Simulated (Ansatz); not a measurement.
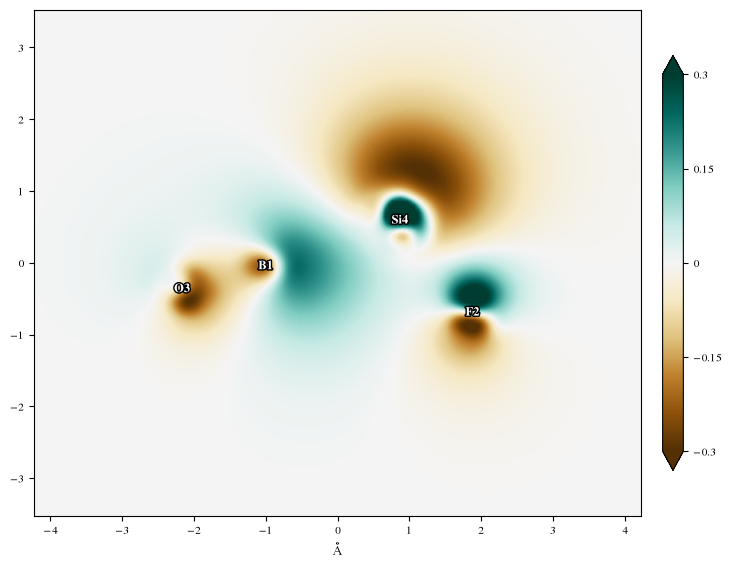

The picture shows: BFHOSi (SMILES O=B[SiH]F) (doublet). The HOMO (α) on the plane of atoms B1, Si4 and F2 (values in Å⁻³ᐟ²; the overall sign is arbitrary).

Geometry: B3LYP-D3(BJ)/def2-SVP.

The calculation used Ansatz, isolated molecule in a Gaussian basis; Kohn-Sham density functional theory, functional PBE0.

```tsv
atom	x (Å)	y (Å)	z (Å)
B	-0.2283	1.6857	1.2450
F	-1.0757	0.9224	-1.4853
O	-0.2484	2.4302	2.1925
Si	-0.0027	0.4982	-0.3353
H	-0.1902	-0.9402	0.0054
```

### What is the character of this orbital?

It lies mainly on Si4 (about 70 %), B1 (about 10 %), F2 (about 10 %) and H5 (about 5 %). Its energy is −7.38 eV.
